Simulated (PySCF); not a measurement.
C24H38Sn2: excited-state calculation

- system: C24H38Sn2
- method: TDDFT PBE/def2-SVP, vertical, gas phase, core orbitals frozen in the response (PySCF 2.14.0)

The geometry comes from this level: GFN2-xTB.

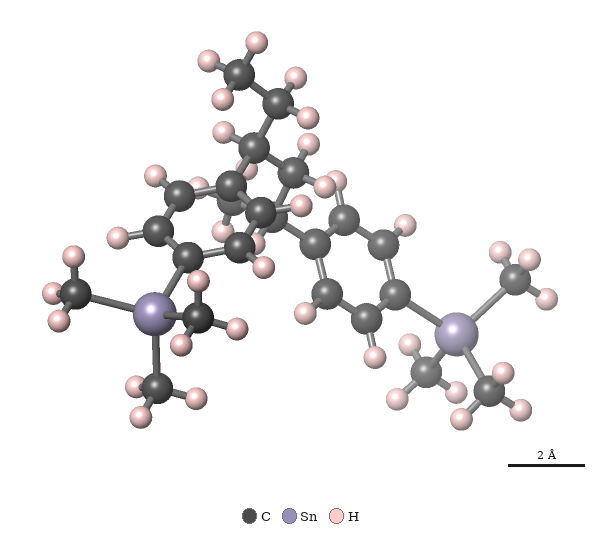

*The structure as given in the input (ball-and-stick view, seen at a tilt). Sticks mark near contacts.*

Bond lengths as drawn: C–C 1.38 to 1.54 Å, C–H 1.08 to 1.10 Å and C–Sn 2.18 to 2.20 Å.

**Summary**

| quantity | value |
| --- | --- |
| outcome | converged |
| total energy | −1364.033391 hartree |
| HOMO | −5.68 eV |
| LUMO | −1.03 eV |
| dipole moment | 0.41 D |
| mean polarisability | 346.31 a.u. |
| vertical ionisation energy | 7.75 eV |
| lowest singlet excitation | 4.68 eV |
| hardware | 2 CPU threads, shared host |
| wall time | 3.3 min (CPU time 5.8 min) |
| peak memory | 1.5 GiB |

**Remarks**

Spin–orbit coupling is left out, which matters for the heavy atoms.

**The input**
```
{"job": {"kind": "uv", "basis": "def2-SVP", "grid": 1, "kgrid": 0, "vcut": null, "nstates": 6, "ntriplets": 2, "tda": false, "delta": ["ip_vertical"], "pop": true, "xc": "PBE"}, "charge": 0, "multiplicity": 1}
C     -2.530039     4.295697    -2.017693
C     -1.189488     3.764998    -1.525067
C     -1.049511     2.254540    -1.765857
C      0.359826     1.784060    -1.379874
C      0.591428     0.282832    -1.607112
C      0.553721    -0.095506    -3.089570
C      1.910293    -0.117893    -0.994553
C      3.110276     0.387491    -1.477510
C      4.313945     0.018169    -0.910779
C      4.355933    -0.866881     0.155698
Sn     6.257542    -1.471825     1.028789
C      7.717392     0.158811     0.820384
C      6.995667    -3.255873    -0.023816
C      5.969466    -1.941432     3.156525
C      3.159832    -1.370842     0.640886
C      1.954601    -1.000073     0.075177
C     -2.103828     1.483940    -1.013058
C     -2.166237     1.511628     0.374408
C     -3.132048     0.797399     1.055813
C     -4.065598     0.031148     0.374079
Sn    -5.560119    -1.134054     1.449216
C     -7.357251    -1.350294     0.202109
C     -6.073386    -0.120532     3.331002
C     -4.728139    -3.122345     1.887259
C     -4.008502     0.004376    -1.010292
C     -3.043606     0.721029    -1.692305
H     -2.661481     4.074604    -3.075066
H     -2.587747     5.373314    -1.882633
H     -3.347231     3.834292    -1.467670
H     -1.082094     3.979650    -0.460163
H     -0.379980     4.279414    -2.048839
H     -1.193598     2.077536    -2.836824
H      0.535455     1.999853    -0.323071
H      1.090393     2.355255    -1.956591
H     -0.206689    -0.263752    -1.092239
H     -0.454870    -0.002567    -3.483345
H      1.213710     0.542539    -3.672963
H      0.874549    -1.127906    -3.214120
H      3.109698     1.078486    -2.307842
H      5.232535     0.428526    -1.306147
H      8.656786    -0.117887     1.283961
H      7.350260     1.058479     1.300562
H      7.905577     0.378976    -0.223995
H      6.281722    -4.066243     0.066448
H      7.941736    -3.580430     0.392629
H      7.136517    -3.039185    -1.076362
H      6.914431    -2.211260     3.612669
H      5.283345    -2.771190     3.279836
H      5.567230    -1.082982     3.681894
H      3.164836    -2.061374     1.472403
H      1.032861    -1.405056     0.470569
H     -1.450868     2.095031     0.936090
H     -3.156228     0.840135     2.135882
H     -7.131285    -1.886799    -0.712030
H     -7.754898    -0.376825    -0.060449
H     -8.122203    -1.899791     0.737559
H     -6.836357    -0.677182     3.861933
H     -5.204922    -0.036412     3.973779
H     -6.450968     0.875784     3.132345
H     -5.449650    -3.730002     2.420153
H     -3.836897    -3.030572     2.497091
H     -4.462304    -3.628803     0.966594
H     -4.725030    -0.582195    -1.568119
H     -3.023066     0.683680    -2.773203
```

The first line tells a small driver script what to run in PySCF; the rest is the geometry in Å.

Launched with:
```bash
OMP_NUM_THREADS=2 python <driver script> task.json out
```

**Log**
```
start: PBE on a coarse grid of 212436 points
cycle   1  E = -1342.1786557853  dE = -2.234e+01  |g| = 7.746e+00  |ddm| = 2.135e+01
cycle   2  E = -350.5594494356  dE =  9.916e+02  |g| = 4.056e+01  |ddm| = 6.969e+02
cycle   3  E = -814.2393552721  dE = -4.637e+02  |g| = 2.815e+01  |ddm| = 5.351e+02
cycle   4  E = -1317.0915376718  dE = -5.029e+02  |g| = 9.044e+00  |ddm| = 2.258e+02
cycle   5  E = -1314.1892184996  dE =  2.902e+00  |g| = 6.785e+00  |ddm| = 6.502e+01
cycle   6  E = -1163.4030473624  dE =  1.508e+02  |g| = 1.552e+01  |ddm| = 8.610e+01
cycle   7  E = -1253.6076954538  dE = -9.020e+01  |g| = 1.337e+01  |ddm| = 3.277e+01
cycle   8  E = -1208.8849685751  dE =  4.472e+01  |g| = 1.501e+01  |ddm| = 3.084e+01
cycle   9  E = -1209.6624742393  dE = -7.775e-01  |g| = 1.502e+01  |ddm| = 2.044e+00
cycle  10  E = -1209.5027514126  dE =  1.597e-01  |g| = 1.610e+01  |ddm| = 5.733e+01
cycle  11  E = -1176.0499050425  dE =  3.345e+01  |g| = 1.729e+01  |ddm| = 3.281e+01
cycle  12  E = -1186.4446508681  dE = -1.039e+01  |g| = 1.656e+01  |ddm| = 1.771e+01
cycle  13  E = -938.4493640761  dE =  2.480e+02  |g| = 2.619e+01  |ddm| = 3.087e+02
cycle  14  E = 219.8653494645  dE =  1.158e+03  |g| = 3.949e+01  |ddm| = 7.446e+02
cycle  15  E = -722.3627816167  dE = -9.422e+02  |g| = 2.605e+01  |ddm| = 5.741e+02
cycle  16  E = -1223.7527044802  dE = -5.014e+02  |g| = 1.376e+01  |ddm| = 1.268e+02
cycle  17  E = -1016.0507164857  dE =  2.077e+02  |g| = 2.559e+01  |ddm| = 2.312e+02
cycle  18  E = -1264.4186596376  dE = -2.484e+02  |g| = 1.201e+01  |ddm| = 2.164e+02
cycle  19  E = -847.7542365791  dE =  4.167e+02  |g| = 1.905e+01  |ddm| = 1.290e+02
cycle  20  E = -1357.9648795132  dE = -5.102e+02  |g| = 4.068e+00  |ddm| = 1.126e+02
cycle  21  E = -1300.5232269743  dE =  5.744e+01  |g| = 7.760e+00  |ddm| = 3.270e+01
cycle  22  E = -1314.0398173103  dE = -1.352e+01  |g| = 6.286e+00  |ddm| = 4.241e+01
cycle  23  E = -1363.6146738025  dE = -4.957e+01  |g| = 1.144e+00  |ddm| = 2.885e+01
cycle  24  E = -1361.6544019924  dE =  1.960e+00  |g| = 1.850e+00  |ddm| = 1.078e+01
cycle  25  E = -1363.9240790624  dE = -2.270e+00  |g| = 5.854e-01  |ddm| = 1.056e+01
cycle  26  E = -1364.0137186528  dE = -8.964e-02  |g| = 2.511e-01  |ddm| = 1.091e+00
cycle  27  E = -1364.0296971175  dE = -1.598e-02  |g| = 1.098e-01  |ddm| = 4.170e-01
cycle  28  E = -1364.0323575423  dE = -2.660e-03  |g| = 5.714e-02  |ddm| = 1.820e-01
cycle  29  E = -1364.0331399369  dE = -7.824e-04  |g| = 2.509e-02  |ddm| = 6.939e-02
cycle  30  E = -1364.0332647203  dE = -1.248e-04  |g| = 1.886e-02  |ddm| = 4.845e-02
final grid: 212436 points
cycle  31  E = -1364.0327691394  dE =  4.956e-04  |g| = 4.540e-02  |ddm| = 9.536e-02
cycle  32  E = -1364.0287588087  dE =  4.010e-03  |g| = 1.240e-01  |ddm| = 2.227e-01
cycle  33  E = -1364.0333651373  dE = -4.606e-03  |g| = 8.718e-03  |ddm| = 1.664e-01
cycle  34  E = -1364.0333872951  dE = -2.216e-05  |g| = 2.103e-03  |ddm| = 1.395e-02
cycle  35  E = -1364.0333870473  dE =  2.478e-07  |g| = 5.041e-04  |ddm| = 3.388e-03
cycle  36  E = -1364.0333903052  dE = -3.258e-06  |g| = 2.256e-04  |ddm| = 9.349e-04
cycle  37  E = -1364.0333912304  dE = -9.252e-07  |g| = 5.427e-05  |ddm| = 3.676e-04
converged SCF energy = -1364.0333912304
Vertical ionisation energy (delta-SCF) = 7.7479 eV   <S^2> = 0.752

Static polarisability (au): isotropic 346.305, principal 270.402 348.011 420.504

Singlet excitations
state   eV       nm        f      main configurations
  1   4.6803    264.9   0.00776   H->L 0.87, H-1->L 0.11
  2   4.7776    259.5   0.00429   H->L+1 0.89, H-1->L+1 0.10
  3   4.9409    250.9   0.01150   H-1->L+2 0.66, H->L+2 0.32
  4   4.9986    248.0   0.01058   H-1->L+3 0.41, H->L+3 0.41, H-1->L 0.09
  5   5.0511    245.5   0.00044   H-2->L 0.94
  6   5.0882    243.7   0.00361   H-1->L+1 0.44, H-3->L 0.22, H-1->L 0.16

Triplet excitations (Tamm-Dancoff, eV): 4.1550 4.1815
```

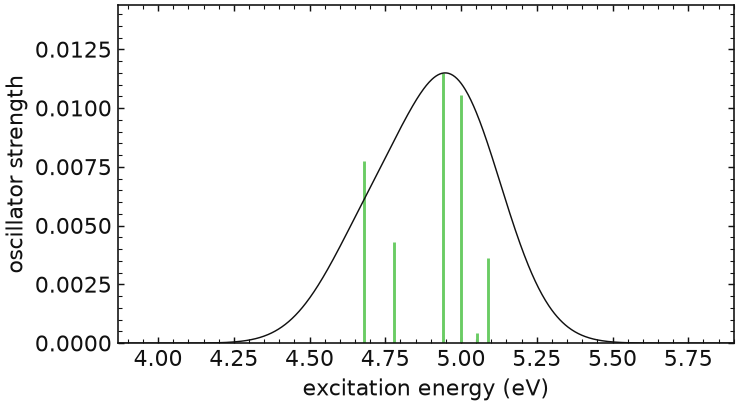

*Computed excitations as sticks (degenerate states added up, dark ones marked on the axis), with a Gaussian envelope of 0.35 eV full width at half maximum, scaled to the tallest.*

Of the 6 states the lowest lies at 4.68 eV (f = 0.008); the strongest line is at 4.94 eV, or 251 nm (f = 0.011).

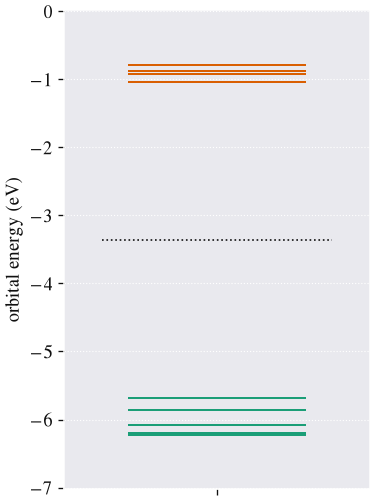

*Orbital energies near the frontier; the dotted line parts filled from empty levels, and levels within 0.02 eV of each other stand side by side.*

Highest filled −5.68 eV, lowest empty −1.03 eV, 4.65 eV apart.

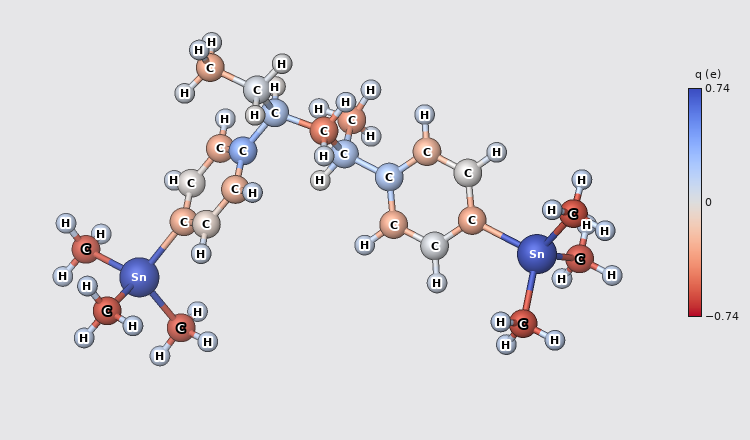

*ESP-fitted charges, as the colour of each atom (ball-and-stick view, seen at a tilt).*

By element: C −0.59 to +0.37, Sn +0.71 and H −0.02 to +0.14 e.
